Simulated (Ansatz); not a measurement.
The figure comes from a scan of Te (trigonal-Te type, space group P3_121): one Te atom of a 3-atom cell moves by s along Cartesian [110], with its periodic images. Calculation: r2SCAN (plane waves to 500 eV, PAW, scalar-relativistic; Ansatz, a first-principles code). k mesh 7×7×5 (Γ-centred), Fermi-Dirac smearing 0.05 eV. The energy includes the smearing's −TS. Spin-orbit coupling is left out, though Te is heavy. Te was relaxed with its symmetry unable to fall. The zero of ΔE is the undisplaced structure.

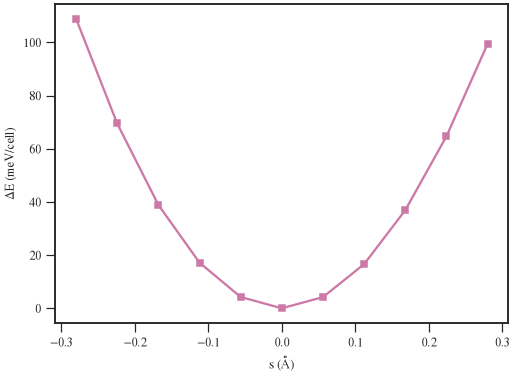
Fig. 1. ΔE (meV/cell) against s (Å); markers are the computed points, lines only join them.

Problem. Turn the plot into a table (rounded to what can be read).

Solution. To the nearest 2:

```tsv
s (Å)	ΔE (meV/cell)
-0.280	108
-0.224	70
-0.168	38
-0.112	18
-0.056	4
0.000	0
0.056	4
0.112	16
0.168	36
0.224	64
0.280	100
```

(For displaced atoms, the force is minus the slope of the energy, and its curvature is a force constant, which sets phonon frequencies.)
